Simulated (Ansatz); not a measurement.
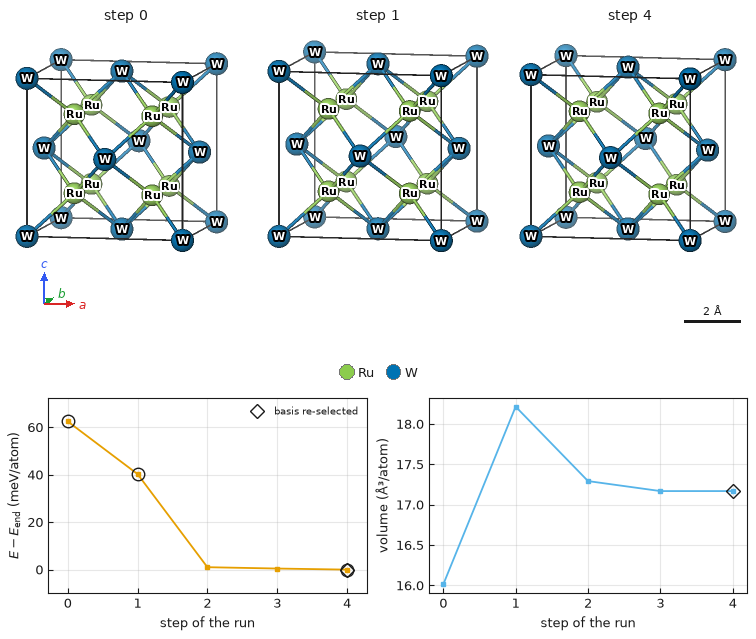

Frames of a relaxation of solid Ru$_{2}$W (a generated structure, set up in Fm-3m) (coarse preliminary run), marked on the history of the run. The picture is a ball-and-stick view of the conventional cell (4 times the calculation's cell), seen slightly off an axis. Lengths and directions refer to the drawn axes.

All numbers below come from DFT PBE, scalar-relativistic, plane waves, PAW (Ansatz).

The input:
```yaml
crystal:
  lattice:
    - [0.0, 2.8852774, 2.8852774]
    - [2.8852774, 0.0, 2.8852774]
    - [2.8852774, 2.8852774, 0.0]
  atoms:
    - { symbol: Ru, position: [0.25, 0.25, 0.25] }
    - { symbol: Ru, position: [0.75, 0.75, 0.75] }
    - { symbol: W, position: [0.0, 0.0, 0.0] }
basis:
  ecutwfc: 420
kpoints:
  mp_grid: { grid: [6, 6, 6] }
hamiltonian:
  xc: pbe
scf:
  occupations: { method: gaussian, width: 0.1 }
  lower_state_search: "off"
output:
  forces: true
  stress: true
  eigenvalues: true
relax:
  adjacent_minimum: "off"
  f_tol: 0.04
  max_steps: 70
  cell: { stress_tol: 0.4 }
```

Run as
```bash
ansatz run input.yaml --threads 1 --pin off --max-ram 2560MiB --backend cpu --events-out ev --progress --plain --runs-dir out
```

Question: Describe the path.

Answer: The atoms keep their places relative to the cell (all moves are under 0.005 Å). The volume changes by +7.2 %, with a = b = c 5.771 → 5.906 Å (+2.4 %). Some distances before and after: Ru1–Ru2 2.885 → 2.953 Å, Ru1–W3 2.499 → 2.557 Å. The space group stays Fm-3m (No. 225). The energy falls by 62.5 meV per atom in 3 accepted moves (4 points after the start). All forces vanish by symmetry, so only the cell relaxes. The pressure goes from 18.29 to 0.12 GPa. At 1 point the geometry stayed and the basis and grid were re-selected for the new cell (energy shift of 0.5 meV per atom at most each time). The run took 8.1 s on 1 thread of Arm Neoverse V1, with other jobs on the host, peak memory 0.32 GiB. From step 0 to 1: volume +13.8 %, energy −22.2 meV per atom. From step 1 to 4: volume −5.7 %, energy −40.3 meV per atom.

| step | E − E(0), meV/atom | pressure, GPa | volume, Å³/atom | note |
| --- | --- | --- | --- | --- |
| 0 | 0.00 | 18.29 | 16.013 |  |
| 1 | -22.18 | -11.58 | 18.215 |  |
| 2 | -61.43 | -1.44 | 17.293 |  |
| 3 | -62.00 | 0.14 | 17.169 |  |
| 4 | -62.45 | 0.12 | 17.169 | same geometry, new basis |
